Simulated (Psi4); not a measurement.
**UB3LYP/6-31G(d) (spherical functions) run of GaH2O2 (SMILES [OH][Ga][OH])**

Aim: the vertical ionisation energy of GaH2O2 at UB3LYP/6-31G* (spherical functions), from 2 runs. 

The calculation is run with Psi4 1.11.

2 further runs of the same task are left out: 2 set aside as unsound or not needed.

## (1) Starting point

GaH2O2: 5 atoms, total charge 0, spin state doublet. SMILES: `[OH][Ga][OH]`. The shape is that of a PBE0-D4/def2-TZVP optimisation. This is one conformer, not always the lowest.

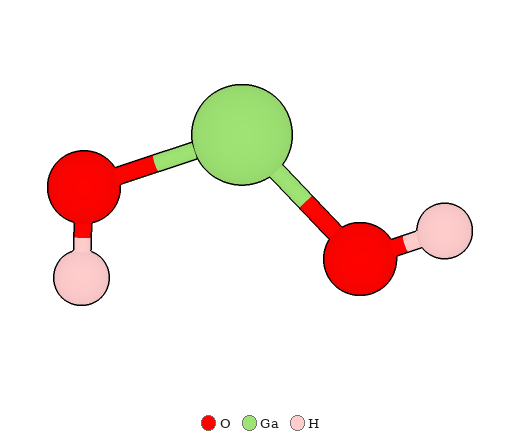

Viewed from a chosen angle; oxygen red, gallium green, hydrogen pink.

## (2) The energy at UB3LYP/6-31G(d) (spherical functions)

File job.json:

```json
{
 "schema_name": "qcschema_input",
 "schema_version": 1,
 "molecule": {
  "schema_name": "qcschema_molecule",
  "schema_version": 2,
  "symbols": ["O", "Ga", "O", "H", "H"],
  "geometry": [-0.7003325, 0.04081808, -2.40826697, -0.58902763, -1.42447555, 0.66820716, 1.16822869, 0.29271858, 3.00674324, -1.63914844, -0.87796676, -3.65945464, 1.85476619, 1.82963283, 2.31434758],
  "molecular_charge": 0,
  "molecular_multiplicity": 2,
  "fix_symmetry": "c1",
  "fix_com": true,
  "fix_orientation": true
 },
 "driver": "energy",
 "model": {
  "method": "b3lyp",
  "basis": "6-31G*"
 },
 "keywords": {
  "reference": "uks",
  "puream": true,
  "e_convergence": 1e-09,
  "d_convergence": 1e-08,
  "scf_type": "pk",
  "dft_radial_points": 99,
  "dft_spherical_points": 590,
  "maxiter": 100,
  "scf_properties": ["MAYER_INDICES", "WIBERG_LOWDIN_INDICES", "DIPOLE"]
 }
}
```

Run with:

```console
$ psi4 --qcschema job.json -n 1 --memory 2200MB
```

stdout:

```text
[...]
  Running in c1 symmetry.
[...]
  Nuclear repulsion =  182.431292315846804
[...]
  Multiplicity = 2
[...]
  Nalpha       = 25
  Nbeta        = 24
[...]
    Number of basis functions: 64
[...]
   @UKS iter   1: -2074.45798744298509   -1.94491e+00   4.61692e-02 ADIIS/DIIS
[...]
   @UKS iter  14: -2076.27692349109520   -6.82121e-12   9.06702e-09 DIIS
[...]
   @S^2 Observed:                7.524974130E-01
[...]
    Orbital Energies [Eh]
    ---------------------
    Alpha Occupied:
       1A   -372.563353     2A    -45.955386     3A    -40.711695
       4A    -40.709994     5A    -40.708313     6A    -19.147709
       7A    -19.135258     8A     -5.530066     9A     -3.815454
      10A     -3.811416    11A     -3.807453    12A     -0.991255
      13A     -0.979578    14A     -0.846639    15A     -0.846129
      16A     -0.844259    17A     -0.839177    18A     -0.834297
      19A     -0.506757    20A     -0.471750    21A     -0.380868
      22A     -0.336267    23A     -0.326037    24A     -0.299175
      25A     -0.229919
    Alpha Virtual:
[...]
  @UKS Final Energy: -2076.27692349109520
   => Energetics <=
    Nuclear Repulsion Energy =            182.4312923158468038
    One-Electron Energy =               -3255.6166695559286381
    Two-Electron Energy =                1071.8438024518509337
    DFT Exchange-Correlation Energy =     -74.9353487028641752
    Empirical Dispersion Energy =           0.0000000000000000
    VV10 Nonlocal Energy =                  0.0000000000000000
    Total Energy =                      -2076.2769234910952036
[...]
 Multipole Moments:
 ------------------------------------------------------------------------------------
     Multipole            Electronic (a.u.)      Nuclear  (a.u.)        Total (a.u.)
 ------------------------------------------------------------------------------------
 L = 1.  Multiply by 2.5417464519 to convert [e a0] to [Debye]
 Dipole X            :         13.9542996          -14.3010693           -0.3467696
 Dipole Y            :         40.2584196          -40.5387827           -0.2803631
 Dipole Z            :        -24.7270564           24.1571251           -0.5699314
 Magnitude           :                                                    0.7236535
[...]
```

The result, in JSON:

```text
{
 "driver": "energy",
 "model": {
  "method": "b3lyp",
  "basis": "6-31G*"
 },
 "success": true,
 "return_result": -2076.276923491095,
 "properties": {
  "calcinfo_nbasis": 64,
  "calcinfo_nmo": 64,
  "calcinfo_nalpha": 25,
  "calcinfo_nbeta": 24,
  "calcinfo_natom": 5,
  "nuclear_repulsion_energy": 182.4312923158468,
  "return_energy": -2076.276923491095,
  "scf_one_electron_energy": -3255.6166695559286,
  "scf_two_electron_energy": 1071.843802451851,
  "scf_xc_energy": -74.93534870286418,
  "scf_dipole_moment": [-0.34676963757139134, -0.2803630795291667, -0.5699313703658433],
  "scf_total_energy": -2076.276923491095,
  "scf_iterations": 14
 }
}
```

Wall time 18 s (1 thread of Intel Xeon Platinum 8259CL at 2.50GHz (Skylake/Cascade Lake), shared host); peak memory 0.67 GiB.

## (3) The singlet cation at the same level

File job.py:

```python
import psi4

psi4.set_memory('2200 MB')
psi4.set_num_threads(1)
psi4.set_output_file('output.dat', False)

geom = psi4.geometry("""
1 1
O
Ga 1 1.804189
O 2 1.794953 1 114.92572
H 1 0.959988 2 114.93381 3 179.95981
H 3 0.963168 2 111.13841 1 0.04549
symmetry c1
""")

psi4.set_options({
    'basis': '6-31G*',
    'puream': True,
    'e_convergence': 1e-09,
    'd_convergence': 1e-08,
    'scf_type': 'pk',
    'dft_radial_points': 99,
    'dft_spherical_points': 590,
})

E, wfn = psi4.energy("b3lyp", return_wfn=True)
psi4.oeprop(wfn, "QUADRUPOLE", "WIBERG_LOWDIN_INDICES", "DIPOLE", title="B3LYP")
print(f'total energy {E:.8f} hartree = {E * 27.211386:.5f} eV')
```

Run with:

```console
$ python job.py
```

output.dat:

```text
[...]
  Running in c1 symmetry.
[...]
  Nuclear repulsion =  182.431293600732971
[...]
  Multiplicity = 1
[...]
  Nalpha       = 24
  Nbeta        = 24
[...]
    Number of basis functions: 64
[...]
   @RKS iter   1: -2074.27139780603102   -1.75832e+00   4.54227e-02 ADIIS/DIIS
[...]
   @RKS iter  13: -2075.94543818400189   -5.91172e-12   4.41546e-09 DIIS
[...]
    Orbital Energies [Eh]
    ---------------------
    Doubly Occupied:
       1A   -372.888585     2A    -46.277686     3A    -41.034186
       4A    -41.033457     5A    -41.030269     6A    -19.427400
       7A    -19.394682     8A     -5.851949     9A     -4.135810
      10A     -4.135717    11A     -4.127923    12A     -1.255956
      13A     -1.236647    14A     -1.167494    15A     -1.167219
      16A     -1.161768    17A     -1.150944    18A     -1.143238
      19A     -0.762750    20A     -0.720563    21A     -0.630549
      22A     -0.580701    23A     -0.576848    24A     -0.547014
[...]
  @RKS Final Energy: -2075.94543818400189
   => Energetics <=
    Nuclear Repulsion Energy =            182.4312936007329711
    One-Electron Energy =               -3241.1785502490647559
    Two-Electron Energy =                1057.4632648283920844
    DFT Exchange-Correlation Energy =     -74.6614463640624564
    Empirical Dispersion Energy =           0.0000000000000000
    VV10 Nonlocal Energy =                  0.0000000000000000
    Total Energy =                      -2075.9454381840018868
[...]
 Multipole Moments:
 ------------------------------------------------------------------------------------
     Multipole            Electronic (a.u.)      Nuclear  (a.u.)        Total (a.u.)
 ------------------------------------------------------------------------------------
 L = 1.  Multiply by 2.5417464519 to convert [e a0] to [Debye]
 Dipole X            :         -0.0001860            0.0001009           -0.0000851
 Dipole Y            :          3.8676143           -2.6126430            1.2549713
 Dipole Z            :          2.6673464           -2.8484463           -0.1810999
 Magnitude           :                                                    1.2679709
 L = 2.  Multiply by 1.3450342976 to convert [e a0^2] to [Debye ang]
 Quadrupole XX       :        -17.4646043            0.0000031          -17.4646011
 Quadrupole XY       :          0.0037723           -0.0077080           -0.0039357
[...]
```

The script printed:

```text
total energy -2075.94543818 hartree = -56489.35263 eV
```

Run time: 11 s. Hardware: 1 thread of Intel Xeon Platinum 8259CL at 2.50GHz (Skylake/Cascade Lake), shared host; peak memory 0.67 GiB.

## (4) Results

At UB3LYP/6-31G* (spherical functions):

| quantity | value |
| --- | --- |
| doublet GaH2O2: total energy | -2076.27692 Eh |
| doublet GaH2O2: dipole moment | 1.84 D |
| doublet GaH2O2: HOMO energy (highest over α and β) | -6.26 eV |
| doublet GaH2O2: LUMO energy (lowest over α and β) | -3.65 eV |
| doublet GaH2O2: ⟨S²⟩ | 0.752 |
| singlet cation: total energy | -2075.94544 Eh |
| singlet cation: HOMO energy | -14.89 eV |
| singlet cation: LUMO energy | -11.76 eV |
| singlet cation: HOMO–LUMO gap | 3.13 eV |
| vertical ionisation energy (to the singlet cation) | 9.020 eV |

Removing an electron at fixed nuclei costs 9.02 eV (208 kcal/mol). Only the singlet of the ionised species was computed; a triplet could lie lower.
